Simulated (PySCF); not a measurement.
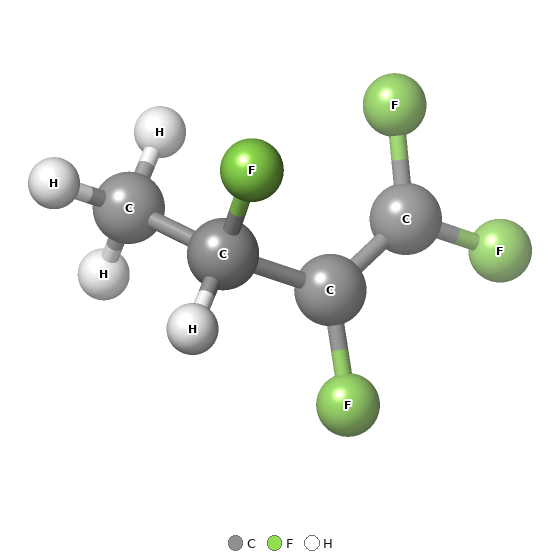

Geometry used (C₄H₄F₄, SMILES C[C@H](F)C(F)=C(F)F).

Vertical TDDFT excitations, CAM-B3LYP/def2-SVPD, PySCF, at a GFN2-xTB geometry (no frequency check), gas phase.

### What does its absorption spectrum look like?

The lowest singlet lies at 6.65 eV (186 nm, f = 0.011); the brightest of the first 8 is S3 at 7.51 eV (165 nm), f = 0.319, mainly HOMO → LUMO (68 %). No singlet lies below 3.1 eV (beyond 400 nm), so at this level no vertical transition falls in the visible.


```tsv
state	E (eV)	λ (nm)	f	main character
S1	6.65	186	0.011	HOMO → LUMO+2 (54 %)
S2	7.20	172	0.018	HOMO → LUMO+1 (77 %)
S3	7.51	165	0.319	HOMO → LUMO (68 %)
S4	8.13	153	0.006	HOMO → LUMO+3 (73 %)
S5	8.72	142	0.026	HOMO → LUMO+4 (82 %)
S6	8.89	139	0.006	HOMO−2 → LUMO (61 %)
S7	9.12	136	0.010	HOMO−1 → LUMO (52 %)
S8	9.35	133	0.002	HOMO → LUMO+5 (40 %)
```

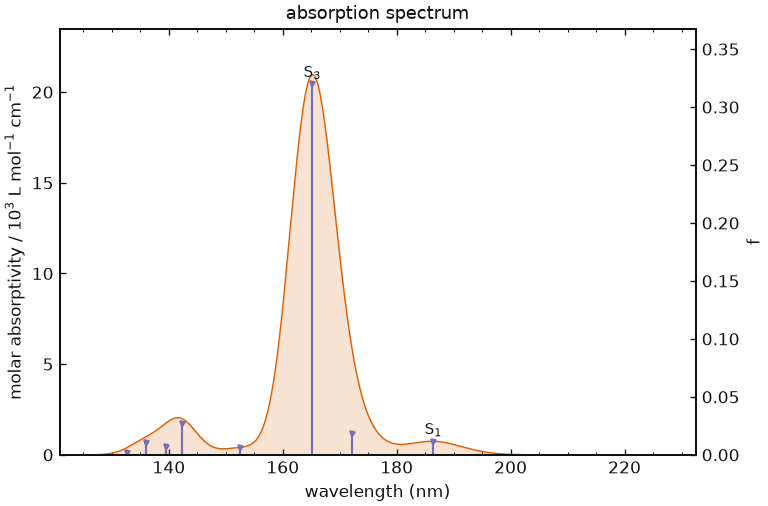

Only the first 8 singlet excitations are included; each is broadened by a Gaussian of 1/e half-width 0.25 eV. Sticks give oscillator strengths (right axis).

Note: states above the negative HOMO energy depend on the basis; the tight-binding geometry is rougher than a DFT one and adds to the error; one conformer of a flexible molecule; core orbitals are frozen in the response.
